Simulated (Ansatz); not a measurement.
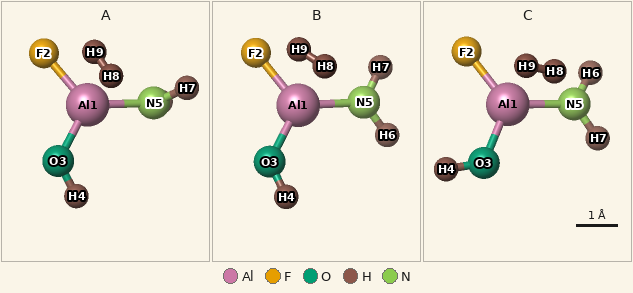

3 geometries from a converged minimum-energy path of AlNH5OF, shuffled. A ball-and-stick model, seen at a tilt.

Computed with RKS LDA/def2-SVP (Ansatz 0.2.0). Set-up: 7 movable images; climbing image; force threshold 0.05 eV/Å; iteration limit 60; starting path through a guess of the saddle point.

Which frame is the transition state?

A. In order along the path, whose images run from 0 to 8: C (image 0, 0.000 eV), A (image 5, +0.249 eV), B (image 7, +0.082 eV). No bond forms or breaks between the ends. Among the angles between lasting bonds that change up to the highest image: F2–Al1–O3 120.6° → 113.0°, O3–Al1–N5 118.5° → 124.8°.

Cost: 2.2 min on 2 threads of Arm Neoverse V1, with other jobs on the host, peak memory 0.12 GiB.
